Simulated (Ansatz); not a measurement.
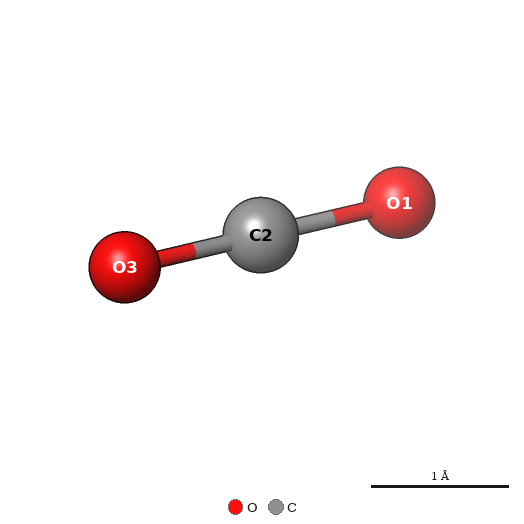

Figure made from data computed with Ansatz.

Orthographic view. Depth is shown by fading: the farther an atom, the more it takes the colour of the background. Charge +1, doublet. Geometry: a fixed input geometry, not necessarily a minimum.

List all interatomic distances (Å) as a matrix.

```tsv
atom	O1	C2	O3
O1	0.00		
C2	1.17	0.00	
O3	2.32	1.15	0.00
```
